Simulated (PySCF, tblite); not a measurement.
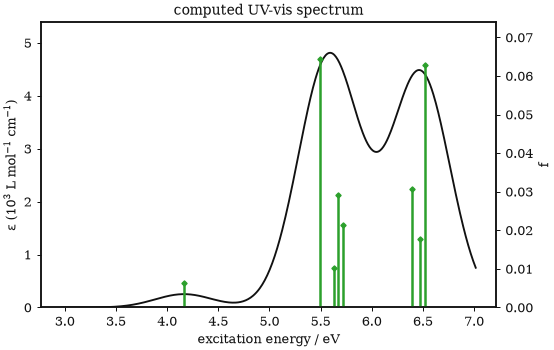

Vertical TDDFT excitations, B3LYP/def2-SVPD in PySCF 2.14.0, at a GFN2-xTB geometry (a minimum by its frequencies), gas phase. Only the first 8 singlet excitations are included; each is broadened by a Gaussian of 1/e half-width 0.40 eV. Sticks give oscillator strengths (right axis).

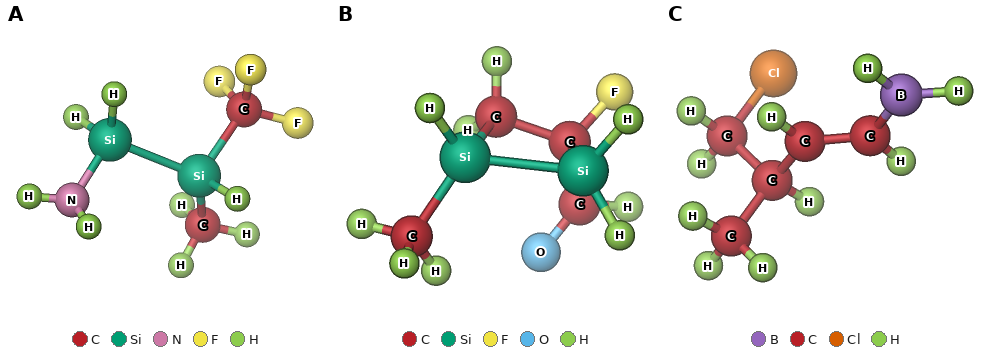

Which molecule gives this spectrum? Choose among the lettered structures.

Answer. Structure B, C₄H₉FOSi₂, SMILES C[Si@@H]1C[C@](F)(C=O)[SiH2]1. Its lowest singlet lies at 4.16 eV (f = 0.006) and the brightest of those computed is S2 at 5.50 eV (226 nm), f = 0.064, mainly HOMO−1 → LUMO (81 %).

Note: the tight-binding geometry is rougher than a DFT one and adds to the error; one conformer of a flexible molecule; core orbitals are frozen in the response.
